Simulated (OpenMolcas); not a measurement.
**Multiconfigurational calculation: As (part 2 of 2)**

The same run, continued: As. Method: state-averaged RASSCF, active space 3 electrons in the shells 4p 4d 5s; RAS3 4d 5s with at most 1 electron, basis ANO-RCC, DKH2 scalar Hamiltonian, spin-orbit coupling by RASSI with atomic mean-field integrals (OpenMolcas).

Log (extracts), continued:
```
--- RASSI ---
SPIN-FREE ENERGIES:
  (Shifted by EMIN (a.u.) =      -2258.9445138774)

 SF State       Relative EMIN(au)   Rel lowest level(eV)    D:o, cm**(-1)      L_eff

     1             0.0000000000        0.0000000000              0.0000         0.0
     2             0.0666358417        1.8132536260          14624.8768         2.0
     3             0.0666358417        1.8132536260          14624.8768         2.0
     4             0.0666358417        1.8132536260          14624.8768         2.0
     5             0.0666358417        1.8132536260          14624.8768         2.0
     6             0.0666358417        1.8132536260          14624.8768         2.0
     7             0.1101240621        2.9966283877          24169.4379         1.0
     8             0.1101240621        2.9966283877          24169.4379         1.0
     9             0.1101240621        2.9966283877          24169.4379         1.0
    10             0.2388699509        6.4999824954          52425.8944         1.0
    11             0.2388699509        6.4999824954          52425.8944         1.0
    12             0.2388699509        6.4999824954          52425.8944         1.0
    25             0.2527011744        6.8763492606          55461.4971         1.0
    26             0.2527011744        6.8763492606          55461.4971         1.0
    27             0.2527011744        6.8763492606          55461.4971         1.0
    28             0.2900589116        7.8929050766          63660.5727         2.0
    29             0.2900589116        7.8929050766          63660.5727         2.0
    30             0.2900589116        7.8929050766          63660.5727         2.0
    31             0.2900589116        7.8929050766          63660.5727         2.0
    32             0.2900589116        7.8929050766          63660.5727         2.0
    13             0.3247777900        8.8376538885          71280.4857         3.0
    14             0.3247777900        8.8376538885          71280.4857         3.0
    15             0.3247777900        8.8376538885          71280.4857         3.0
    16             0.3247777900        8.8376538885          71280.4857         3.0
    17             0.3247777900        8.8376538885          71280.4857         3.0
    18             0.3247777900        8.8376538885          71280.4857         3.0
    19             0.3247777900        8.8376538885          71280.4857         3.0
    24             0.3398578405        9.2480029658          74590.1743         2.0
    21             0.3398578405        9.2480029658          74590.1743         2.0
    22             0.3398578405        9.2480029658          74590.1743         2.0
    23             0.3398578405        9.2480029658          74590.1743         2.0
    20             0.3398578405        9.2480029658          74590.1743         2.0
    33             0.3436090605        9.3500788624          75413.4719         1.0
    34             0.3436090605        9.3500788624          75413.4719         1.0
    35             0.3436090605        9.3500788624          75413.4719         1.0
    36             0.3486904949        9.4883517381          76528.7178         3.0
    37             0.3486904949        9.4883517381          76528.7178         3.0
    38             0.3486904949        9.4883517381          76528.7178         3.0
    39             0.3486904949        9.4883517381          76528.7178         3.0
    40             0.3486904949        9.4883517381          76528.7178         3.0
Eigenvalues of complex Hamiltonian:
   -----------------------------------
  (Shifted by EMIN (a.u.) =      -2258.9445138774)

 SO State       Relative EMIN(au)   Rel lowest level(eV)    D:o, cm**(-1)     J-value

     1            -0.0002791893        0.0000000000              0.0000         1.0
     2            -0.0002791893        0.0000000000              0.0000         1.4
     3            -0.0002791893        0.0000000000              0.0000         1.3
     4            -0.0002791893        0.0000000000              0.0000         0.9
     5             0.0657939939        1.7979429093          14501.3875         1.0
     6             0.0657939939        1.7979429093          14501.3875         1.0
     7             0.0657939939        1.7979429096          14501.3875         1.3
     8             0.0657939939        1.7979429096          14501.3875         1.3
     9             0.0666358417        1.8208507549          14686.1518         2.0
    10             0.0666358417        1.8208507549          14686.1518         2.0
    11             0.0666358417        1.8208507549          14686.1518         2.1
    12             0.0666358417        1.8208507549          14686.1518         1.8
    13             0.0666358417        1.8208507549          14686.1518         2.1
    14             0.0666358417        1.8208507549          14686.1518         1.8
    15             0.1101240621        3.0042255166          24230.7129         0.4
    16             0.1101240621        3.0042255166          24230.7129         0.4
    17             0.1112450992        3.0347304910          24476.7521         1.3
    18             0.1112450992        3.0347304913          24476.7521         1.0
    19             0.1112450992        3.0347304910          24476.7521         1.3
    20             0.1112450992        3.0347304913          24476.7521         1.0
    21             0.2335313963        6.3623101549          51315.4921         0.4
    22             0.2335313963        6.3623101549          51315.4921         0.4
    23             0.2364689871        6.4422460708          51960.2187         1.3
    24             0.2364689871        6.4422460708          51960.2187         1.4
    25             0.2364689871        6.4422460708          51960.2187         0.8
    26             0.2364689871        6.4422460708          51960.2187         1.0
    27             0.2415867075        6.5815063385          53083.4285         1.2
    28             0.2415867075        6.5815063385          53083.4285         2.5
    29             0.2415867075        6.5815063385          53083.4285         2.1
    30             0.2415867075        6.5815063385          53083.4285         2.1
    31             0.2415867075        6.5815063385          53083.4285         2.4
    32             0.2415867075        6.5815063385          53083.4285         1.2
    33             0.2487200833        6.7756153820          54649.0236         0.4
    34             0.2487200833        6.7756153820          54649.0236         0.4
    35             0.2545372496        6.9339085418          55925.7440         1.0
    36             0.2545372496        6.9339085418          55925.7440         1.0
    37             0.2545372496        6.9339085418          55925.7440         1.3
    38             0.2545372496        6.9339085418          55925.7440         1.3
    39             0.2904940999        7.9123442847          63817.3605         2.3
    40             0.2904940999        7.9123442847          63817.3605         2.3
    41             0.2904940999        7.9123442847          63817.3605         2.0
Weights of the five most important spin-orbit-free states for each spin-orbit state.

 SO State  Total energy (au)           Spin-free states, spin, and weights
 -------------------------------------------------------------------------------------------------------
    1        -0.000279       1 1.5  0.9974    7 0.5  0.0012    9 0.5  0.0009    8 0.5  0.0005    6 0.5  0.0000
    2        -0.000279       1 1.5  0.9974    8 0.5  0.0014    7 0.5  0.0006    9 0.5  0.0005    2 0.5  0.0000
    3        -0.000279       1 1.5  0.9974    8 0.5  0.0014    9 0.5  0.0008    7 0.5  0.0004    2 0.5  0.0000
    4        -0.000279       1 1.5  0.9974    9 0.5  0.0012    7 0.5  0.0012    8 0.5  0.0001    3 0.5  0.0000
    5         0.065794       6 0.5  0.3838    3 0.5  0.2927    5 0.5  0.2912    7 0.5  0.0121    2 0.5  0.0095
    6         0.065794       6 0.5  0.3838    3 0.5  0.2927    5 0.5  0.2912    7 0.5  0.0121    2 0.5  0.0095
    7         0.065794       4 0.5  0.3883    2 0.5  0.3831    5 0.5  0.1013    3 0.5  0.0999    8 0.5  0.0092
    8         0.065794       4 0.5  0.3883    2 0.5  0.3831    5 0.5  0.1014    3 0.5  0.0999    8 0.5  0.0092
    9         0.066636       6 0.5  0.5101    5 0.5  0.3270    3 0.5  0.0853    2 0.5  0.0756    4 0.5  0.0021
   10         0.066636       6 0.5  0.5101    5 0.5  0.3270    3 0.5  0.0853    2 0.5  0.0756    4 0.5  0.0021
   11         0.066636       4 0.5  0.5323    3 0.5  0.2162    5 0.5  0.1623    2 0.5  0.0884    6 0.5  0.0007
   12         0.066636       2 0.5  0.4360    3 0.5  0.2985    5 0.5  0.1107    6 0.5  0.0892    4 0.5  0.0656
```

Spin-orbit levels, grouped by J and assigned:

| Configuration | Level | E (cm⁻¹) | LS purity (%) | Landé g |
| --- | --- | --- | --- | --- |
| 4p³ | ⁴S°₃/₂ | 0 | 100 | 2.001 |
| 4p³ | ²D°₃/₂ | 14,500 | 98 | 0.810 |
| 4p³ | ²D°₅/₂ | 14,690 | 100 | 1.200 |
| 4p³ | ²P°₁/₂ | 24,230 | 100 | 0.666 |
| 4p³ | ²P°₃/₂ | 24,480 | 98 | 1.326 |
| 4p² 5s | ⁴P₁/₂ | 51,320 | 99 | 2.652 |
| 4p² 5s | ⁴P₃/₂ | 51,960 | 99 | 1.729 |
| 4p² 5s | ⁴P₅/₂ | 53,080 | 99 | 1.598 |
| 4p² 5s | ²P₁/₂ | 54,650 | 99 | 0.685 |
| 4p² 5s | ²P₃/₂ | 55,930 | 97 | 1.332 |

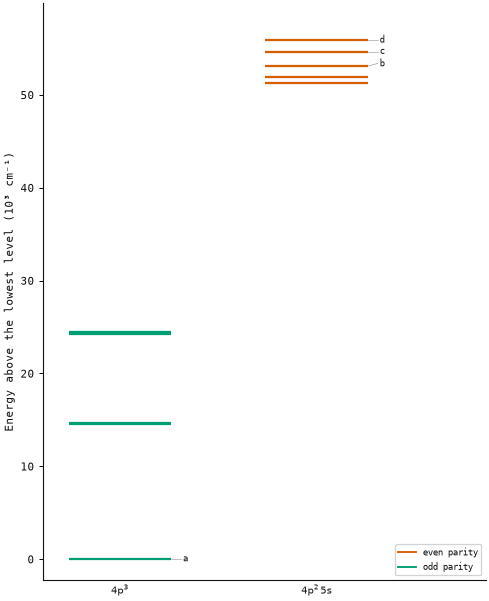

**Figure 1.** The lowest computed levels of the As atom, 4 of them lettered. a: 4p³ ⁴S°₃/₂ at 0; b: 4p² 5s ⁴P₅/₂ at 53,100 cm⁻¹; c: 4p² 5s ²P₁/₂ at 54,600 cm⁻¹; d: 4p² 5s ²P₃/₂ at 55,900 cm⁻¹.

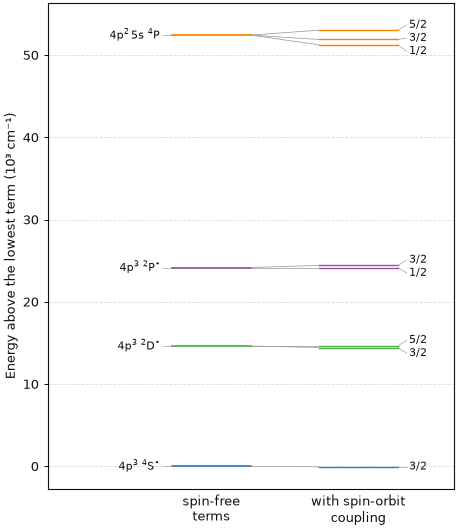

**Figure 2.** Terms of neutral arsenic without and with spin-orbit coupling; numbers at the right are J. 4p³ ⁴S° (at 0) gives the one level J = 3/2; 4p³ ²D° (at 14,600 cm⁻¹) splits over 185 cm⁻¹ into J = 3/2, 5/2 from the bottom up (normal); 4p³ ²P° (at 24,200 cm⁻¹) splits over 246 cm⁻¹ into J = 1/2, 3/2 from the bottom up (normal); 4p² 5s ⁴P (at 52,400 cm⁻¹) splits over 1,770 cm⁻¹ into J = 1/2, 3/2, 5/2 from the bottom up (normal). The ground level lies 61.3 cm⁻¹ below the lowest term.

Input file:
```
&GATEWAY
Coord
1

As 0.0 0.0 0.0
Basis=ANO-RCC
Group=XYZ
NoMove
AngMom=0.0 0.0 0.0
AMFI
&SEWARD
&RASSCF
FileOrb=start.orb
Symmetry=2
Spin=4
nActEl=3 0 1
Inactive=9 6
Ras2=0 3
Ras3=6 0
CIRoot=1 1 1
SDav=1
CIMx=300
Iter=120 100
PrWF=0.3
OrbListing=Nothing
MaxOrb=0
Thrs=2.0e-7 1.0e-1 5.0e-4
Atom
>>> COPY $Project.JobIph JOB001
&RASSCF
FileOrb=start.orb
Symmetry=2
Spin=2
nActEl=3 0 1
Inactive=9 6
Ras2=0 3
Ras3=6 0
CIRoot=8 8 1
SDav=8
CIMx=300
Iter=120 100
PrWF=0.3
OrbListing=Nothing
MaxOrb=0
Thrs=2.0e-7 1.0e-1 5.0e-4
Atom
>>> COPY $Project.JobIph JOB002
&RASSCF
FileOrb=start.orb
Symmetry=1
Spin=4
nActEl=3 0 1
Inactive=9 6
Ras2=0 3
Ras3=6 0
CIRoot=15 15 1
SDav=18
CIMx=300
Iter=120 100
PrWF=0.3
OrbListing=Nothing
MaxOrb=0
Thrs=2.0e-7 1.0e-1 5.0e-4
Atom
>>> COPY $Project.JobIph JOB003
&RASSCF
FileOrb=start.orb
Symmetry=1
Spin=2
nActEl=3 0 1
Inactive=9 6
Ras2=0 3
Ras3=6 0
CIRoot=18 18 1
SDav=54
CIMx=300
Iter=120 100
PrWF=0.3
OrbListing=Nothing
MaxOrb=0
Thrs=2.0e-7 1.0e-1 5.0e-4
Atom
>>> COPY $Project.JobIph JOB004
&RASSI
NrOfJobIphs=4 1 8 15 18
1
1 2 3 4 5 6 7 8
1 2 3 4 5 6 7 8 9 10 11 12 13 14 15
1 2 3 4 5 6 7 8 9 10 11 12 13 14 15 16 17 18
IphNames
JOB001
JOB002
JOB003
JOB004
EJob
SpinOrbit
DIPRint=1.0
SOCoupling=1000.0
Subsets=2
MEES
Property=10
'ANGMOM' 1 'ANGMOM' 2 'ANGMOM' 3 'MLTPL  1' 1 'MLTPL  1' 2 'MLTPL  1' 3
'AMFI' 1 'AMFI' 2 'AMFI' 3 'MLTPL  2' 6
SOProperty=3
'ANGMOM' 1 'ANGMOM' 2 'ANGMOM' 3
```

The file start.orb holds starting orbitals from an earlier step. A driver script formed the levels outside the program, from RASSI's spin-orbit matrix and the active-space energies, averaged over the components of each term or state.

Key numbers:

```
                                 quantity                                       value
                                  outcome                                   converged
                             lowest level                                  4p³ ⁴S°₃/₂
                      first excited level  4p³ ²D°₃/₂, 14,501 cm⁻¹ (measured: 10,593)
      energy of the lowest spin-free term                         −2258.94451 hartree
    energy of the lowest spin-orbit level                         −2258.94479 hartree
largest spread among components of a term                                    0.0 cm⁻¹
                                 hardware                   1 CPU thread, shared host
                                wall time                                        33 s
```

Remarks:

Against measured levels the run misses widely: 4s2 4p3 2D* J = 3/2 comes out at 14,501 cm⁻¹ where 10,593 cm⁻¹ is measured. Without dynamic correlation the gaps between configurations can be off by an electronvolt or more. Caveats: closed s shell leaves the highest p terms too high; only configurations of the active space are included.
